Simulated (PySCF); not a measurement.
```yaml
atoms:
  - { symbol: P, position_ang: [3.5736, 0.7434, -0.1144] }
  - { symbol: P, position_ang: [2.6201, -1.2226, -0.0001] }
  - { symbol: C, position_ang: [1.6734, -1.2538, -1.5744] }
  - { symbol: C, position_ang: [0.9212, -0.8077, -0.5959] }
  - { symbol: C, position_ang: [-0.3350, -0.3049, -0.1432] }
  - { symbol: C, position_ang: [-0.4691, 0.1598, 1.1653] }
  - { symbol: C, position_ang: [-1.6782, 0.6626, 1.6033] }
  - { symbol: C, position_ang: [-2.7650, 0.7010, 0.7439] }
  - { symbol: C, position_ang: [-2.6393, 0.2393, -0.5579] }
  - { symbol: C, position_ang: [-1.4332, -0.2607, -1.0063] }
  - { symbol: H, position_ang: [3.8897, 0.7436, 1.2415] }
  - { symbol: H, position_ang: [4.8201, 0.2185, -0.4453] }
  - { symbol: H, position_ang: [1.7259, -1.5013, -2.6104] }
  - { symbol: H, position_ang: [0.3890, 0.1213, 1.8226] }
  - { symbol: H, position_ang: [-1.7764, 1.0249, 2.6159] }
  - { symbol: H, position_ang: [-3.7116, 1.0907, 1.0877] }
  - { symbol: H, position_ang: [-3.4880, 0.2721, -1.2252] }
  - { symbol: H, position_ang: [-1.3260, -0.6201, -2.0187] }
```

Geometry: GFN2-xTB.

These are results of PySCF 2.14.0, PBE0/pcSseg-1, SCF density, gas phase, non-relativistic, not measurements.

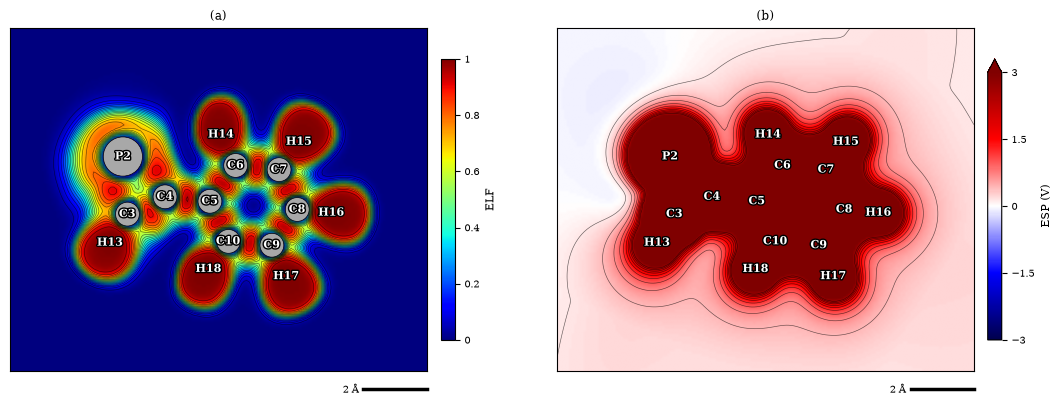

C8H8P2. (a) ELF; (b) electrostatic potential on the plane of atoms C9, C8 and H16. Grey discs cover the atomic cores in the ELF map.

Question: Read the bonding off the picture.

Answer: The section cuts through P, C and H sites. C–C (1.31 Å): the ELF peaks at about 0.85 between the atoms: a short, multiple covalent bond. C–P (1.84 Å): the ELF peaks at about 0.80 between the atoms: a covalent bond. C–H (1.07 Å): the ELF climbs to about 1 towards the hydrogen, as it does in any bond to H; an ordinary covalent bond to hydrogen. C–C (1.38 Å): the ELF peaks at about 0.95 between the atoms, as expected for a covalent bond. C–C (1.43 Å): the ELF peaks at about 0.95 between the atoms, as expected for a covalent bond. The ELF also peaks beside P2, away from the bonds: lone-pair regions. The potential has no marked negative region in this plane.
